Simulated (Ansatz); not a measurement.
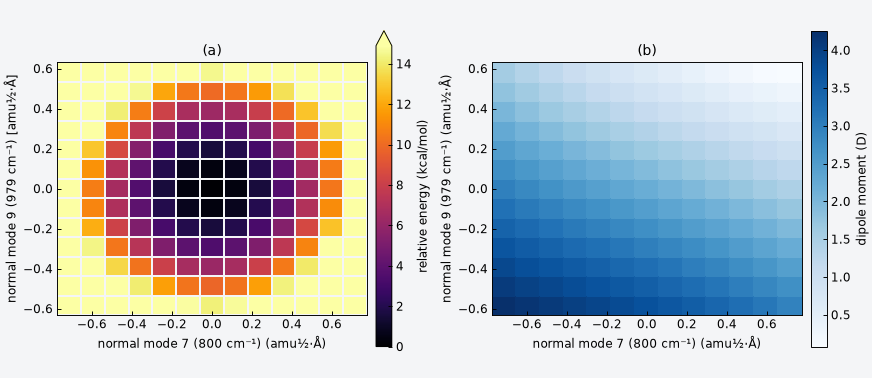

SiH2MeBr (CH5BrSi). 
- Coordinates scanned: (1) normal mode 7 (800 cm⁻¹); (2) normal mode 9 (979 cm⁻¹).
- Nothing is relaxed (straight displacements along the two mass-weighted modes).
- The grid has 13 × 13 points.
- Points are written as (first, second).
- Energies: kcal/mol, counted from the lowest grid point.
- Computed with Ansatz 0.2.0, RHF/def2-TZVP.

Panel (a) is the energy and panel (b) the computed dipole moment on the same grid.

The picture shows one coloured cell a grid point, one colour for all values above the top of the scale.

**How does the dipole moment vary over the map, and what is it at the lowest grid point?**

Leaving out the highest fifth of the energies, it runs from 0.41 D at (0.238 amu½·Å, 0.584 amu½·Å) to 3.92 D at (−0.238 amu½·Å, −0.584 amu½·Å). At the lowest grid point, (0.000 amu½·Å, 0.000 amu½·Å), it is 2.20 D.

```
normal mode 9 (979 cm⁻¹) ↓, normal mode 7 (800 cm⁻¹) →  −0.714  −0.595  −0.476  −0.357  −0.238  −0.119  0.000  0.119  0.238  0.357  0.476  0.595  0.714
                                                 0.584    1.58    1.38    1.21    1.05    0.90    0.77   0.64   0.52   0.41   0.30   0.20   0.10   0.08
                                                 0.486    1.79    1.60    1.43    1.28    1.13    1.00   0.87   0.76   0.65   0.54   0.44   0.34   0.27
                                                 0.389    2.02    1.84    1.67    1.52    1.38    1.25   1.13   1.01   0.90   0.79   0.68   0.58   0.49
                                                 0.292    2.25    2.08    1.92    1.78    1.64    1.51   1.39   1.27   1.16   1.05   0.94   0.83   0.73
                                                 0.195    2.49    2.33    2.18    2.04    1.90    1.78   1.65   1.54   1.42   1.31   1.19   1.08   0.97
                                                 0.097    2.73    2.58    2.43    2.30    2.17    2.04   1.92   1.81   1.69   1.57   1.45   1.34   1.22
                                                 0.000    2.97    2.83    2.69    2.56    2.44    2.31   2.20   2.08   1.96   1.84   1.72   1.59   1.47
                                                −0.097    3.21    3.07    2.94    2.82    2.70    2.58   2.47   2.35   2.23   2.10   1.98   1.85   1.72
                                                −0.195    3.44    3.31    3.19    3.08    2.96    2.85   2.73   2.62   2.49   2.37   2.24   2.10   1.97
                                                −0.292    3.66    3.54    3.43    3.32    3.22    3.11   2.99   2.88   2.76   2.63   2.50   2.36   2.21
                                                −0.389    3.87    3.77    3.66    3.56    3.46    3.36   3.25   3.14   3.02   2.89   2.75   2.61   2.46
                                                −0.486    4.07    3.98    3.88    3.79    3.70    3.60   3.50   3.39   3.27   3.14   3.01   2.86   2.71
                                                −0.584    4.26    4.17    4.09    4.01    3.92    3.83   3.73   3.62   3.51   3.38   3.25   3.11   2.95
```
